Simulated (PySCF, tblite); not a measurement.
# C5H7S radical: geometry, infrared bands and EPR parameters

What infrared bands and EPR parameters should C5H7S radical (`CC(=S)[C]1CC1`) show?

Computed with tblite 0.8.0 and PySCF 2.14.0, with density-fitted response routines of our own, on a single molecule in the gas phase. Atoms count from 0, in the outputs and in this text.

## Step 1: The molecule as given

13 atoms, charge 0, multiplicity 2; geometry from: force field or distance geometry start.

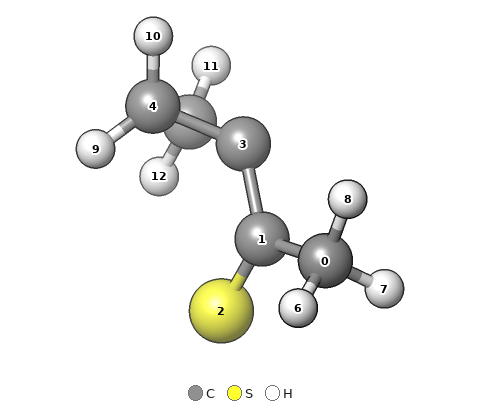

The starting geometry (carbon grey, sulfur yellow, hydrogen white), atoms numbered.

## Step 2: Relaxing the molecule with GFN2-xTB

What the job is given:

```
{"job": {"kind": "relax", "xc": "GFN2-xTB", "basis": "xTB"}, "charge": 0, "multiplicity": 2}
C     -2.099600     0.380300    -0.526900
C     -0.805100    -0.327300    -0.536500
S     -0.663200    -1.467300    -1.394800
C      0.297300     0.154400     0.349400
C      1.586500     0.633400    -0.210400
C      1.545200    -0.694200     0.494400
H     -2.451000     0.673200    -1.545000
H     -2.809700    -0.330100    -0.037600
H     -2.058200     1.316600     0.104500
H      1.807000     0.541600    -1.287500
H      2.010800     1.495600     0.356600
H      1.978100    -0.791900     1.495300
H      1.657600    -1.583700    -0.140700
```

The run is started by

```console
$ OMP_NUM_THREADS=1 python probes_run.py task.json out
```

One launch serves the whole session: the jobs run in the order shown.

Standard output:

```text
step      E/eV     max force
  0    -471.73612   14.304
  1    -472.79081    4.265
  2    -473.06365    2.833
  3    -473.21245    2.579
  4    -473.29410    0.641
  5    -473.31951    0.472
  6    -473.38262    0.466
  7    -473.39875    0.422
  8    -473.43642    0.465
  9    -473.46497    0.634
 10    -473.50292    0.725
 11    -473.53778    0.571
 12    -473.57554    0.509
 13    -473.61255    0.501
 14    -473.66237    0.680
 15    -473.72707    0.699
 16    -473.78929    0.872
 17    -473.84851    0.624
 18    -473.89916    0.603
 19    -473.95175    0.783
 20    -473.93909    1.617
 21    -474.03742    0.586
 22    -474.06780    0.417
 23    -474.09466    0.417
 24    -474.11254    0.358
 25    -474.13353    0.357
 26    -474.15169    0.287
 27    -474.16291    0.275
 28    -474.17013    0.313
 29    -474.17731    0.249
 30    -474.18684    0.245
 31    -474.19687    0.215
 32    -474.20383    0.253
 33    -474.21176    0.239
 34    -474.21895    0.221
 35    -474.22537    0.195
 36    -474.23001    0.177
 37    -474.23406    0.229
 38    -474.23920    0.252
 39    -474.24635    0.227
 40    -474.25454    0.243
 41    -474.26221    0.248
 42    -474.26815    0.154
 43    -474.27247    0.142
 44    -474.27550    0.109
 45    -474.27679    0.068
 46    -474.27749    0.067
 47    -474.27784    0.039
 48    -474.27806    0.041
 49    -474.27831    0.033
 50    -474.27855    0.043
 51    -474.27876    0.049
 52    -474.27892    0.043
 53    -474.27906    0.036
 54    -474.27916    0.028
 55    -474.27927    0.034
 56    -474.27938    0.036
 57    -474.27951    0.026
 58    -474.27962    0.029
 59    -474.27972    0.025
 60    -474.27982    0.037
 61    -474.27995    0.038
 62    -474.28012    0.032
 63    -474.28031    0.038
 64    -474.28050    0.035
 65    -474.28071    0.047
 66    -474.28091    0.047
 67    -474.28111    0.032
 68    -474.28126    0.034
 69    -474.28135    0.023
 70    -474.28141    0.017
 71    -474.28145    0.013
 72    -474.28148    0.018
 73    -474.28153    0.021
 74    -474.28160    0.022
 75    -474.28172    0.029
 76    -474.28191    0.042
 77    -474.28217    0.058
 78    -474.28251    0.078
 79    -474.28292    0.074
 80    -474.28335    0.055
 81    -474.28374    0.049
 82    -474.28409    0.052
 83    -474.28447    0.065
 84    -474.28485    0.065
 85    -474.28450    0.115
 86    -474.28559    0.059
 87    -474.28573    0.030
 88    -474.28614    0.028
 89    -474.28632    0.023
 90    -474.28642    0.017
 91    -474.28646    0.013
 92    -474.28648    0.014
 93    -474.28650    0.014
 94    -474.28652    0.013
 95    -474.28655    0.011
 96    -474.28657    0.008
```

Wall time 0.44 s (1 thread of Arm Neoverse V2, shared host).

Along the way: (not every step is listed)

```
step  energy from step 0 (eV)  largest force (eV/Å)
   0                   0.0000               14.3037
   1                  -1.0547                4.2648
   2                  -1.3275                2.8331
   3                  -1.4763                2.5786
   4                  -1.5580                0.6409
   5                  -1.5834                0.4717
   6                  -1.6465                0.4657
   7                  -1.6626                0.4222
   8                  -1.7003                0.4647
  16                  -2.0532                0.8720
  24                  -2.3764                0.3576
  32                  -2.4677                0.2532
  40                  -2.5184                0.2431
  48                  -2.5419                0.0411
  56                  -2.5433                0.0360
  64                  -2.5444                0.0345
  72                  -2.5454                0.0178
  80                  -2.5472                0.0548
  88                  -2.5500                0.0283
  91                  -2.5503                0.0130
  92                  -2.5504                0.0138
  93                  -2.5504                0.0136
  94                  -2.5504                0.0130
  95                  -2.5504                0.0108
  96                  -2.5504                0.0077
```

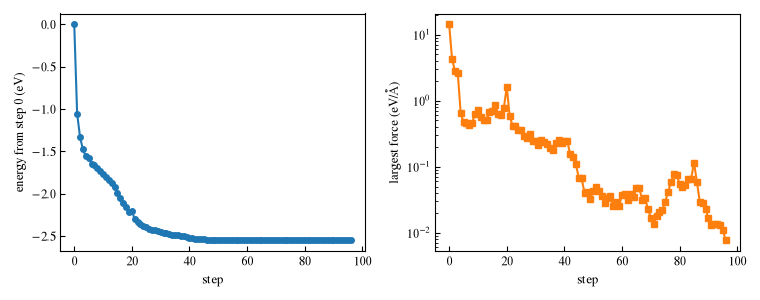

Energy and force, step by step.

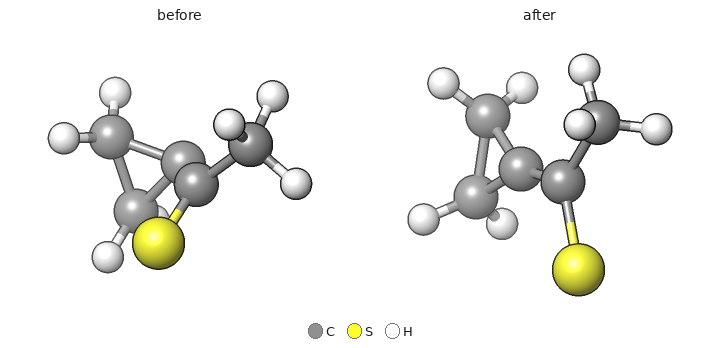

The geometry before (left) and after (right).

Close pairs (by a distance rule), those that changed most:

```
  bond  before (Å)  after (Å)  change (Å)
 C1–S2       1.434      1.726      +0.292
 C1–C3       1.494      1.333      -0.161
 C3–C5       1.516      1.459      -0.058
 C0–H8       1.130      1.087      -0.043
C4–H10       1.116      1.081      -0.034
 C0–H7       1.117      1.089      -0.028
 C0–H6       1.116      1.089      -0.027
 C0–C1       1.475      1.498      +0.023
```

The next job starts from the end point, and lists it.

## Step 3: Vibrational analysis with GFN2-xTB

What the job is given:

```
{"job": {"kind": "ir", "xc": "GFN2-xTB", "basis": "xTB"}, "charge": 0, "multiplicity": 2}
C     -1.932481     0.498193    -0.657029
C     -0.901036    -0.560570    -0.411440
S     -1.414815    -2.206264    -0.500029
C      0.370665    -0.273744    -0.134836
C      1.399183     0.744102     0.077373
C      1.719993    -0.735740     0.170453
H     -2.355732     0.378178    -1.653482
H     -2.743849     0.399507     0.062837
H     -1.491657     1.488298    -0.570180
H      1.761432     1.300607    -0.776363
H      1.370996     1.326594     0.988143
H      1.911130    -1.166039     1.144073
H      2.301784    -1.192636    -0.618496
```

Standard output:

```text
mode    cm-1     km/mol
  1      98.3      0.65
  2     144.3      1.37
  3     154.5      0.44
  4     201.0      0.20
  5     282.4      1.29
  6     409.8      0.00
  7     460.7      1.73
  8     603.4      0.46
  9     756.4      2.11
 10     843.2      0.05
 11     846.1      5.16
 12    1009.1      1.26
 13    1020.5      7.86
 14    1022.9      3.83
 15    1034.8     13.48
 16    1065.6      0.57
 17    1076.6      7.78
 18    1107.3      2.63
 19    1119.5      0.01
 20    1218.1     15.18
 21    1390.0      8.10
 22    1414.1      2.70
 23    1437.1      4.42
 24    1461.8      7.18
 25    1471.4      2.05
 26    1755.3    112.49
 27    3010.2     10.30
 28    3023.0      6.94
 29    3038.7     14.02
 30    3055.8      0.53
 31    3060.4     15.61
 32    3065.9     20.20
 33    3072.1     27.95
```

Run time: 0.3 s. Hardware: 1 thread of Arm Neoverse V2, shared host.

The strongest bands and the atoms that carry them (share of the mass-weighted mode):

```
cm⁻¹  km/mol                                  atoms
1035    13.5   C3 26 %, H11 18 %, H12 18 %, C4 17 %
1218    15.2              C1 36 %, C5 17 %, C4 15 %
1755   112.5                       C3 65 %, C1 23 %
3010    10.3                       H6 49 %, H7 42 %
3039    14.0                                H8 93 %
3060    15.6  H10 34 %, H9 32 %, H12 18 %, H11 12 %
3066    20.2  H11 35 %, H12 31 %, H10 16 %, H9 14 %
3072    27.9  H11 25 %, H12 24 %, H10 22 %, H9 19 %
```

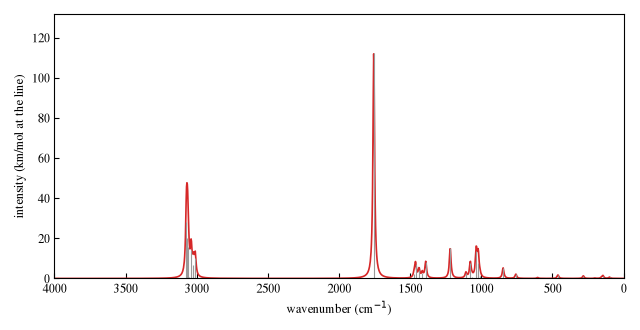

The infrared spectrum from these modes, unscaled. Lines are broadened to a width of 14 cm⁻¹ (Lorentzian).

## Step 4: g tensor and hyperfine couplings: B3LYP/pcH-1

The job, as its differences from that of step 3:

```diff
@@ -1,2 +1,2 @@
-{"job": {"kind": "ir", "xc": "GFN2-xTB", "basis": "xTB"}, "charge": 0, "multiplicity": 2}
+{"job": {"kind": "epr", "basis": "pcH-1"}, "charge": 0, "multiplicity": 2}
 C     -1.932481     0.498193    -0.657029
```

Level: UKS B3LYP, pcH-1 on C H S, non-relativistic, mean-field spin-orbit, GIAO.

Standard output:

```text
UKS, coarse grid
  cycle   1  E = -592.82366676  |g| = 2.76e-01
  cycle   2  E = -592.81671699  |g| = 3.14e-01
  cycle   3  E = -592.86469862  |g| = 8.36e-02
  cycle   4  E = -592.86724768  |g| = 4.94e-02
  cycle   5  E = -592.86865753  |g| = 6.99e-03
  cycle   6  E = -592.86871827  |g| = 5.63e-03
  cycle   7  E = -592.86874283  |g| = 1.94e-03
  cycle   8  E = -592.86874550  |g| = 1.42e-03
  cycle   9  E = -592.86874721  |g| = 2.05e-04
UKS, final grid
  cycle   1  E = -592.86875864  |g| = 2.49e-04
  cycle   2  E = -592.86875861  |g| = 3.80e-04
  cycle   3  E = -592.86875868  |g| = 5.22e-05
  cycle   4  E = -592.86875869  |g| = 3.11e-05
  cycle   5  E = -592.86875869  |g| = 1.25e-05
E = -592.86875869 Eh   <S^2> = 0.7660 (exact 0.7500)
g shifts (ppm)      1          2          3
  rmc          -200       -200       -200
  gc             -9         42         39
  oz_so          80      10758     158960
  total        -129      10599     158799
hyperfine (MHz)  atom isotope    a_iso     a_fc   dipolar eigenvalues
    0   13C       0.32       0.32     -1.11      0.20      0.91
    1   13C     -29.56     -29.56    -12.05      4.43      7.62
    2   33S      13.46      13.46    -66.34    -65.27    131.61
    3   13C      36.27      36.27    -34.97    -31.98     66.95
    4   13C     -12.37     -12.37     -2.10      0.44      1.65
    5   13C     -11.66     -11.66     -1.45      0.03      1.42
    6    1H      -9.68      -9.68     -2.07     -1.17      3.24
    7    1H      -9.54      -9.54     -2.06     -1.19      3.25
    8    1H      -1.63      -1.63     -1.80     -1.36      3.16
    9    1H      38.10      38.10     -2.15     -1.94      4.10
   10    1H      38.09      38.09     -2.16     -1.94      4.10
   11    1H      33.32      33.32     -2.36     -1.43      3.79
   12    1H      33.31      33.31     -2.35     -1.43      3.79
```

Wall time 45 s (1 thread of Arm Neoverse V2, shared host); peak memory 0.88 GiB.

Principal g values 2.00219, 2.01292, 2.16112; g(iso) = 2.05874, against 2.00232 for a free electron. They are not to be trusted: the run shows nearly degenerate orbitals, where second-order g theory doesn't apply.

Hyperfine couplings; where a row names several nuclei, a(iso) is their mean (it holds for fast rotation or exchange) and the dipolar term the largest among them:

```
           nuclei  isotope  a(iso) (MHz)  a(iso) (G, at g = 2.0023)  largest dipolar term (MHz)
               C3      13C          36.3                       12.9                        66.9
H9, H10, H11, H12       1H          35.7                       12.7                         4.1
               C1      13C         -29.6                      -10.5                       -12.0
               S2      33S          13.5                        4.8                       131.6
           C4, C5      13C         -12.0                       -4.3                        -2.1
       H6, H7, H8       1H          -7.0                       -2.5                         3.2
               C0      13C           0.3                        0.1                        -1.1
```

Mulliken spin populations:

C0 0.00; C1 -0.14; S2 0.73; C3 0.40; C4 -0.03; C5 -0.03; H6 0.00; H7 0.00; H8 0.00; H9 0.02; H10 0.02; H11 0.01; H12 0.01

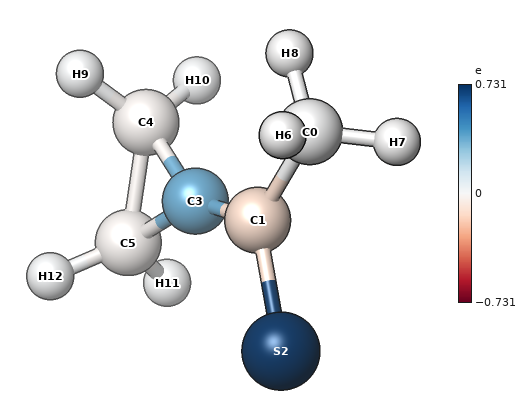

Mulliken spin populations, as colours on the atoms.

The fields below are evaluated on a grid from the run's orbitals.

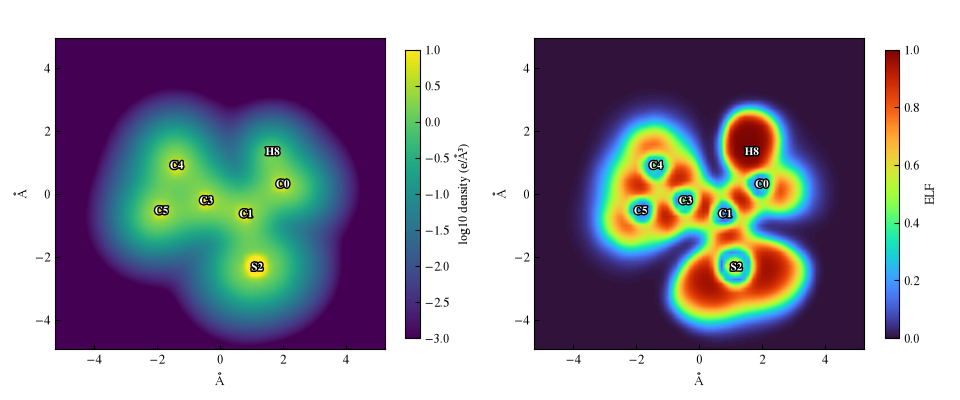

Density (left) and ELF (right) in a plane through or near 7 of the atoms.

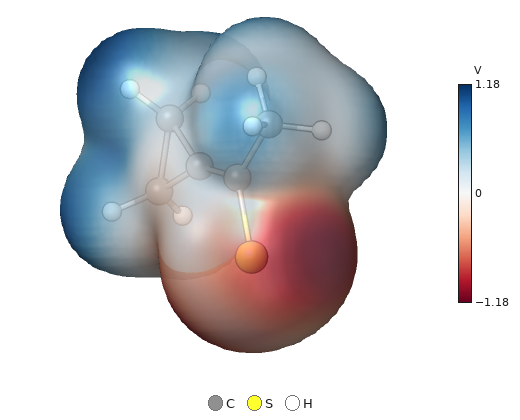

The potential that a unit positive charge feels on the 0.002 e/bohr³ surface, from -1.18 V near S2 to 1.04 V near H10.

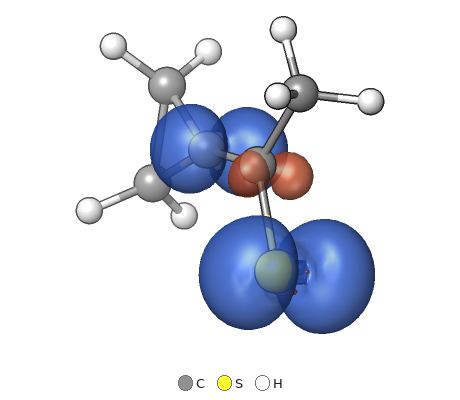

Spin density at ±0.04 e/Å³ (alpha excess blue, beta excess red).

## Step 5: What came out

| quantity | value |
| --- | --- |
| strongest single infrared mode (GFN2-xTB) | 1755 cm⁻¹, 112 km/mol |
| zero-point energy (GFN2-xTB) | 63.9 kcal/mol |
| g(iso) (B3LYP) | 2.05874 |
| ⟨S²⟩ | 0.766 (exact 0.75) |
| largest a(iso) (averaged by class) | 13C on C3, 36.3 MHz |
| potential on the surface of density 0.002 e/bohr³, 1st and 99th percentile | -1.18 V and 1.04 V |
| property runs in this session | 1, of which 0 failed and 1 gave unsound results |

What this shows: The optimisation took 96 steps and gained 2.550 eV; among the close pairs (by a distance rule), C1–S2 changed most, from 1.434 to 1.726 Å. All 33 modes are real, so the xTB geometry is a minimum. The strongest single mode, at 1755 cm⁻¹, moves mainly C3. Unscaled tight-binding wavenumbers are off by several per cent, some by more. Its intensities can rank the bands wrongly. S2 carries the largest spin population, 0.73 e. The isotropic g lies 56.4 ppt above the free-electron value. These values are not to be trusted: the run shows nearly degenerate orbitals, where second-order g theory doesn't apply.
